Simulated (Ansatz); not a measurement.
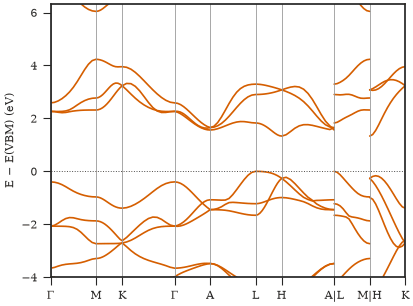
Figure: Band structure from plane-wave PAW r²SCAN (Ansatz code)

Problem. Read off the gap and where the band edges lie.

Solution. About 1.3 eV (1.33 eV by a search for the band edges); maximum at L, minimum at H.

The material is Se (trigonal Se type, P3_121).

Symmetry was held in the r²SCAN relaxation. A crystal of weakly bound chains computed without a dispersion correction: the cell and the soft elastic constants depend strongly on that. Scalar-relativistic: spin–orbit coupling is off unless named, which matters more the heavier the elements.

Potentials: the earlier of the program's two PAW sets.
